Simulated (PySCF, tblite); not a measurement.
**C₂H₆OSSi− (doublet): geometry, infrared bands and EPR parameters**

Aim: predict the infrared bands and EPR parameters of C₂H₆OSSi− (doublet) (`C[C]([O-])S[SiH3]`).

Programs: tblite 0.8.0 and PySCF 2.14.0, with density-fitted response routines of our own. Each step states its level of theory. These are calculated values for one molecule in the gas phase, unless marked as measured. Atoms count from 0, in the outputs and in this text.

**1. Starting geometry**

11 atoms, charge -1, multiplicity 2; geometry from: force field or distance geometry start.

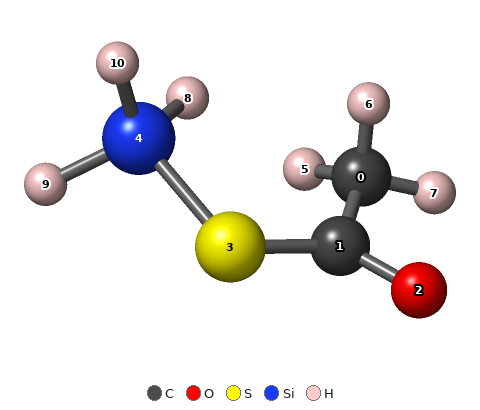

As it starts; carbon dark grey, oxygen red, sulfur yellow, silicon blue, hydrogen pink, atoms numbered.

**2. Geometry optimisation with GFN2-xTB**

What the job is given:

```
{"job": {"kind": "relax", "xc": "GFN2-xTB", "basis": "xTB"}, "charge": -1, "multiplicity": 2}
C      1.457600     0.225400    -0.149000
C      0.937500    -0.670600     0.907700
O      1.794900    -0.922200     1.963800
S     -0.749700    -0.999500     1.067100
Si    -1.854800     0.043900    -0.421500
H      1.051600     0.045500    -1.162600
H      1.143900     1.272500     0.135100
H      2.573700     0.233800    -0.095200
H     -0.879800     0.644700    -1.333300
H     -2.739900    -0.938300    -1.092100
H     -2.729600     1.067500     0.154100
```

Started as:

```
$ OMP_NUM_THREADS=1 python probes_run.py task.json out
```

One launch serves the whole session: the jobs run in the order shown.

The program printed:

```text
step      E/eV     max force
  0    -449.89864    5.407
  1    -450.30308    1.227
  2    -450.34974    0.875
  3    -450.43272    0.926
  4    -450.46031    0.779
  5    -450.49870    0.434
  6    -450.50864    0.422
  7    -450.52627    0.518
  8    -450.54048    0.421
  9    -450.55277    0.280
 10    -450.55891    0.168
 11    -450.56317    0.187
 12    -450.56828    0.238
 13    -450.57499    0.304
 14    -450.58055    0.222
 15    -450.58315    0.101
 16    -450.58435    0.105
 17    -450.58530    0.098
 18    -450.58633    0.118
 19    -450.58720    0.105
 20    -450.58771    0.065
 21    -450.58807    0.064
 22    -450.58851    0.077
 23    -450.58904    0.091
 24    -450.58956    0.077
 25    -450.58998    0.054
 26    -450.59036    0.065
 27    -450.59080    0.070
 28    -450.59138    0.074
 29    -450.59215    0.085
 30    -450.59335    0.139
 31    -450.59559    0.194
 32    -450.59946    0.211
 33    -450.60342    0.261
 34    -450.60917    0.287
 35    -450.61396    0.207
 36    -450.61835    0.278
 37    -450.62725    0.394
 38    -450.63663    1.049
 39    -450.66623    0.655
 40    -450.68696    0.381
 41    -450.68145    0.798
 42    -450.70406    0.221
 43    -450.70740    0.169
 44    -450.71394    0.170
 45    -450.71665    0.179
 46    -450.71950    0.159
 47    -450.72084    0.114
 48    -450.72241    0.123
 49    -450.72399    0.097
 50    -450.72556    0.112
 51    -450.72682    0.128
 52    -450.72794    0.115
 53    -450.72951    0.131
 54    -450.73189    0.146
 55    -450.73468    0.166
 56    -450.73727    0.142
 57    -450.73910    0.102
 58    -450.74040    0.176
 59    -450.74230    0.139
 60    -450.74490    0.203
 61    -450.74703    0.124
 62    -450.74802    0.119
 63    -450.74905    0.090
 64    -450.75067    0.092
 65    -450.75301    0.101
 66    -450.75358    0.151
 67    -450.75491    0.243
 68    -450.75569    0.085
 69    -450.75685    0.069
 70    -450.75846    0.093
 71    -450.75930    0.101
 72    -450.76023    0.081
 73    -450.76085    0.078
 74    -450.76140    0.065
 75    -450.76175    0.051
 76    -450.76196    0.036
 77    -450.76209    0.030
 78    -450.76221    0.032
 79    -450.76238    0.035
 80    -450.76257    0.034
 81    -450.76274    0.030
 82    -450.76284    0.029
 83    -450.76292    0.029
 84    -450.76304    0.030
 85    -450.76324    0.037
 86    -450.76355    0.053
 87    -450.76387    0.056
 88    -450.76410    0.037
 89    -450.76424    0.029
 90    -450.76436    0.029
 91    -450.76454    0.040
 92    -450.76486    0.051
 93    -450.76528    0.044
 94    -450.76566    0.039
 95    -450.76592    0.037
 96    -450.76594    0.072
 97    -450.76614    0.031
 98    -450.76623    0.023
 99    -450.76656    0.020
100    -450.76665    0.017
101    -450.76675    0.024
102    -450.76681    0.024
103    -450.76688    0.036
104    -450.76699    0.027
105    -450.76718    0.031
106    -450.76729    0.020
107    -450.76733    0.014
108    -450.76735    0.011
109    -450.76736    0.012
110    -450.76740    0.018
111    -450.76747    0.033
112    -450.76763    0.051
113    -450.76789    0.065
114    -450.76821    0.058
115    -450.76845    0.029
116    -450.76851    0.004
```

It took 0.64 s on 1 thread of Arm Neoverse V1, shared host.

Along the way: (not every step is listed)

```csv
step,energy from step 0 (eV),largest force (eV/Å)
0,0.0000,5.4070
1,-0.4044,1.2266
2,-0.4511,0.8748
3,-0.5341,0.9264
4,-0.5617,0.7789
5,-0.6001,0.4342
6,-0.6100,0.4216
7,-0.6276,0.5184
8,-0.6418,0.4205
18,-0.6877,0.1176
28,-0.6927,0.0739
38,-0.7380,1.0488
48,-0.8238,0.1232
58,-0.8418,0.1758
68,-0.8571,0.0850
78,-0.8636,0.0322
88,-0.8655,0.0370
98,-0.8676,0.0232
108,-0.8687,0.0114
111,-0.8688,0.0334
112,-0.8690,0.0513
113,-0.8693,0.0651
114,-0.8696,0.0584
115,-0.8698,0.0286
116,-0.8699,0.0044
```

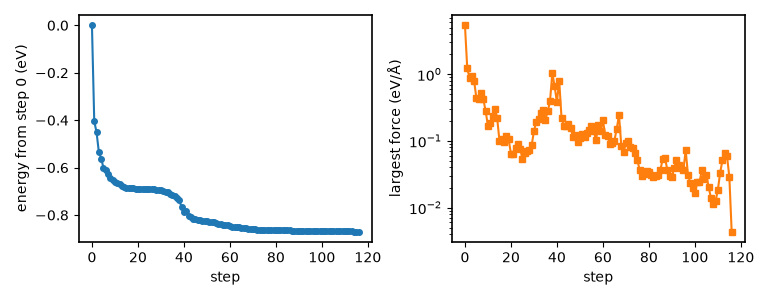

Energy and largest force along the relaxation.

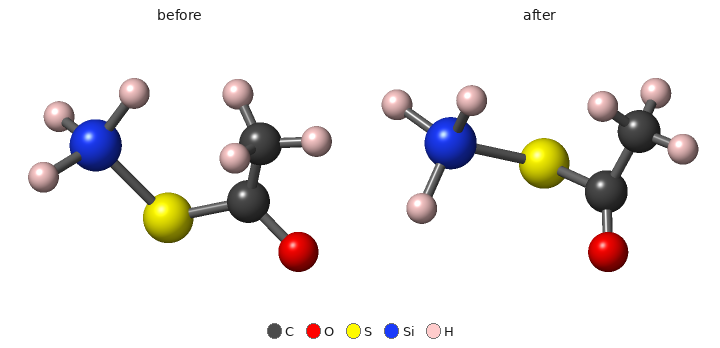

Before and after, at one scale.

Distances of close pairs at the start and the end, largest changes first:

```csv
bond,before (Å),after (Å),change (Å)
C1–O2,1.383,1.252,-0.132
C1–S3,1.726,1.798,+0.072
S3–Si4,2.127,2.167,+0.039
C0–H6,1.129,1.099,-0.030
C0–C1,1.480,1.510,+0.030
C0–H7,1.117,1.091,-0.027
Si4–H9,1.483,1.465,-0.017
C0–H5,1.107,1.091,-0.015
```

The next job starts from the end point, and lists it.

**3. Infrared spectrum with GFN2-xTB**

What the job is given:

```
{"job": {"kind": "ir", "xc": "GFN2-xTB", "basis": "xTB"}, "charge": -1, "multiplicity": 2}
C      1.760582     0.081828    -0.195258
C      0.889565    -0.506813     0.888267
O      0.906710    -0.133997     2.082834
S     -0.488774    -1.422789     0.184871
Si    -2.007562     0.043210    -0.304112
H      1.997209    -0.675652    -0.944368
H      1.252811     0.911364    -0.707712
H      2.682328     0.463882     0.245410
H     -1.302156     1.096114    -1.045078
H     -3.103128    -0.404202    -1.167797
H     -2.582161     0.549727     0.936980
```

The program printed:

```text
mode    cm-1     km/mol
  1      32.3      5.89
  2      68.9      2.04
  3      94.4      1.05
  4     119.9      5.11
  5     172.9     25.98
  6     316.4      8.61
  7     333.4     29.97
  8     397.3      2.21
  9     434.0     52.80
 10     444.8     32.02
 11     576.6     22.05
 12     673.7    175.72
 13     782.3    285.92
 14     843.1    121.31
 15     955.0     53.29
 16     977.1     34.99
 17    1043.2     44.85
 18    1365.3     18.70
 19    1478.8      3.87
 20    1490.5     24.17
 21    1553.9    710.18
 22    2155.9    407.70
 23    2188.0    324.20
 24    2270.6    221.63
 25    2834.3     50.87
 26    2968.1     46.07
 27    2985.1     80.39
```

It took 0.28 s on 1 thread of Arm Neoverse V1, shared host.

Which atoms move in the most intense modes:

```csv
cm⁻¹,km/mol,atoms
674,175.7,"H8 55 %, H10 34 %"
782,285.9,"H10 53 %, H8 29 %, H9 12 %"
843,121.3,"H9 49 %, H8 37 %, H10 11 %"
1554,710.2,"C1 60 %, O2 34 %"
2156,407.7,"H8 65 %, H9 31 %"
2188,324.2,"H9 64 %, H8 30 %"
2271,221.6,H10 93 %
2985,80.4,H7 93 %
```

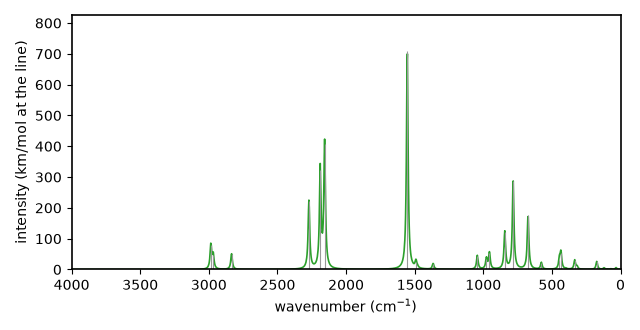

The infrared spectrum from these modes, unscaled. Lines are broadened to a width of 14 cm⁻¹ (Lorentzian).

**4. g tensor and hyperfine couplings: B3LYP/pcH-1**

Settings changed since step 3:

```diff
@@ -1,2 +1,2 @@
-{"job": {"kind": "ir", "xc": "GFN2-xTB", "basis": "xTB"}, "charge": -1, "multiplicity": 2}
+{"job": {"kind": "epr", "basis": "pcH-1"}, "charge": -1, "multiplicity": 2}
 C      1.760582     0.081828    -0.195258
```

Method: UKS B3LYP, pcH-1 on C H O S Si, non-relativistic, mean-field spin-orbit, GIAO.

The program printed:

```text
UKS, coarse grid
  cycle   1  E = -842.57255924  |g| = 6.65e-01
  cycle   2  E = -839.51037395  |g| = 2.06e+00
  cycle   3  E = -842.69486158  |g| = 3.12e-01
  cycle   4  E = -842.74365620  |g| = 1.95e-01
  cycle   5  E = -842.76069591  |g| = 7.28e-02
  cycle   6  E = -842.76251342  |g| = 3.09e-02
  cycle   7  E = -842.76313979  |g| = 7.64e-03
  cycle   8  E = -842.76317935  |g| = 3.38e-03
  cycle   9  E = -842.76319000  |g| = 1.07e-03
  cycle  10  E = -842.76319137  |g| = 4.69e-04
UKS, final grid
  cycle   1  E = -842.76323415  |g| = 7.81e-04
  cycle   2  E = -842.76323309  |g| = 1.63e-03
  cycle   3  E = -842.76323450  |g| = 1.97e-04
  cycle   4  E = -842.76323451  |g| = 3.87e-05
  cycle   5  E = -842.76323452  |g| = 4.56e-05
  cycle   6  E = -842.76323452  |g| = 1.38e-05
E = -842.76323452 Eh   <S^2> = 0.7546 (exact 0.7500)
g shifts (ppm)      1          2          3
  rmc          -209       -209       -209
  gc              3         18          5
  oz_so        -400       2526       3312
  total        -606       2335       3108
hyperfine (MHz)  atom isotope    a_iso     a_fc   dipolar eigenvalues
    0   13C      13.02      13.02     -2.66     -0.69      3.34
    1   13C     114.49     114.71    -38.30    -35.40     73.70
    2   17O     -27.61     -27.66    -99.94     49.30     50.65
    3   33S     140.54     140.58     -6.24      2.56      3.68
    4  29Si    -245.23    -245.64    -37.64     17.16     20.48
    5    1H      22.20      22.20     -4.25     -2.71      6.96
    6    1H      60.07      60.07     -3.51     -2.24      5.76
    7    1H       2.33       2.32     -3.46     -2.79      6.25
    8    1H     -10.41     -10.42     -2.98      0.42      2.56
    9    1H      19.85      19.84     -4.15     -0.41      4.56
   10    1H     -10.49     -10.49     -2.74     -0.55      3.30
```

Wall time 38 s (1 thread of Arm Neoverse V1, shared host); peak memory 0.69 GiB.

Principal g values 2.00171, 2.00465, 2.00543; g(iso) = 2.00393, against 2.00232 for a free electron.

Hyperfine couplings; where a row names several nuclei, a(iso) is their mean (it holds for fast rotation or exchange) and the dipolar term the largest among them:

```csv
nuclei,isotope,a(iso) (MHz),"a(iso) (G, at g = 2.0023)",largest dipolar term (MHz)
Si4,29Si,-245.2,-87.5,-37.6
S3,33S,140.5,50.1,-6.2
C1,13C,114.5,40.9,73.7
"H5, H6, H7",1H,28.2,10.1,7.0
O2,17O,-27.6,-9.9,-99.9
C0,13C,13.0,4.6,3.3
"H8, H9, H10",1H,-0.4,-0.1,4.6
```

Mulliken spin populations:

```csv
atom,value (e)
C0,-0.03
C1,0.43
O2,0.27
S3,-0.02
Si4,0.29
H5,0.00
H6,0.06
H7,0.00
H8,-0.01
H9,0.02
H10,-0.01
```

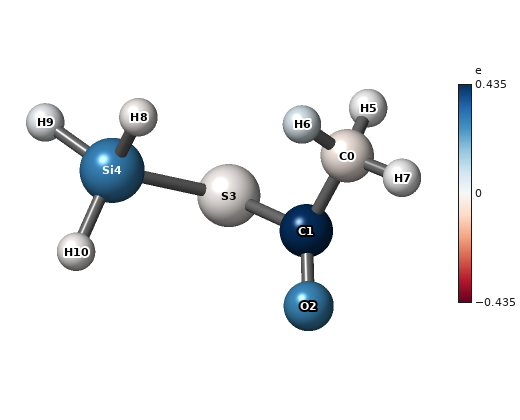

Mulliken spin populations, as colours on the atoms.

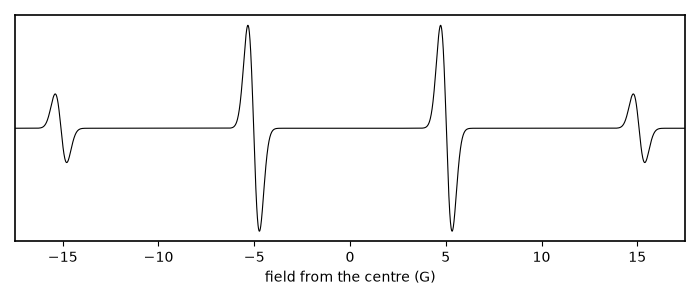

First-order isotropic spectrum (first derivative, main isotopes with spin only, couplings over 0.8 MHz, Gaussian width 0.3 G; couplings of the frozen geometry, rotation of groups not averaged beyond the rows shown).

Orbitals, density, ELF and potential are computed afterwards from the orbital file.

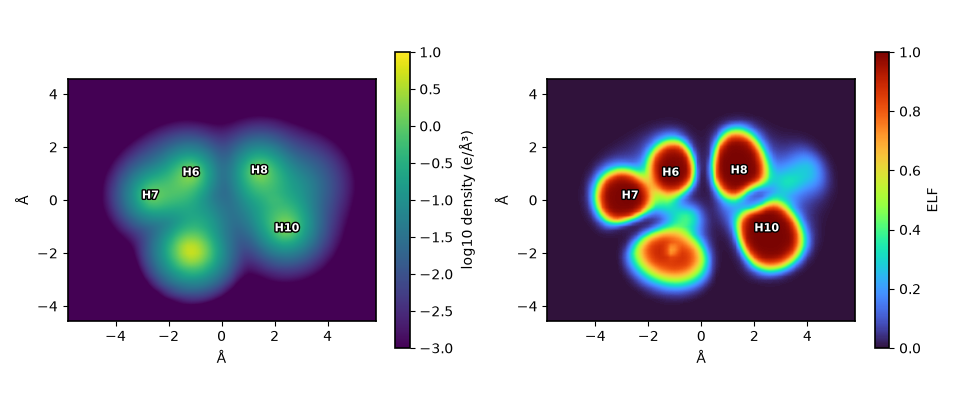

Density (left) and ELF (right) in a plane through or near 4 of the atoms.

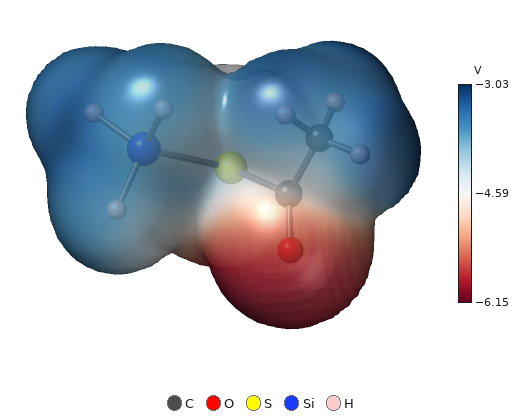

The potential that a unit positive charge feels on the 0.002 e/bohr³ surface, from -6.15 V near O2 to -3.03 V near H7.

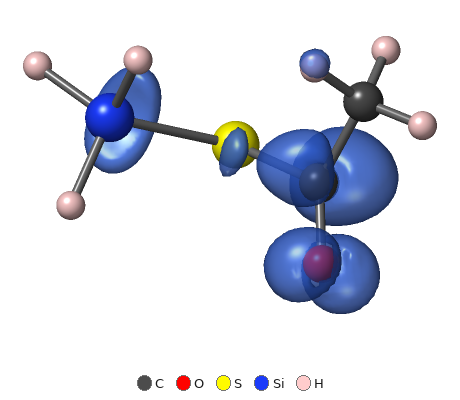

Spin density at ±0.04 e/Å³ (alpha excess blue, beta excess red).

**5. What came out**

```
                                 quantity                    value
strongest single infrared mode (GFN2-xTB)    1554 cm⁻¹, 710 km/mol
             zero-point energy (GFN2-xTB)            42.3 kcal/mol
                           g(iso) (B3LYP)                  2.00393
                                     ⟨S²⟩       0.755 (exact 0.75)
       largest a(iso) (averaged by class)  29Si on Si4, -245.2 MHz
```

In words: Over 116 steps the energy fell by 0.870 eV; of the close pairs, C1–O2 changed most, 1.383 to 1.252 Å. No mode is imaginary among the 27: a minimum at this level. The strongest single mode, at 1554 cm⁻¹, moves mainly C1 and O2. GFN2-xTB is a fitted tight-binding method: band positions and strengths are rough. Its intensities can rank the bands wrongly. The largest share of the spin, 0.43 e, sits on C1. The isotropic g lies 1.6 ppt above the free-electron value. The records flag this anion as possibly unbound in the gas phase, so the basis may hold the extra electron. The conformer search (at its own cheap level) found a structure 29.8 kcal/mol lower, too far down for a turn about a bond: it may have other bonds, so these spectra needn't be the molecule's.
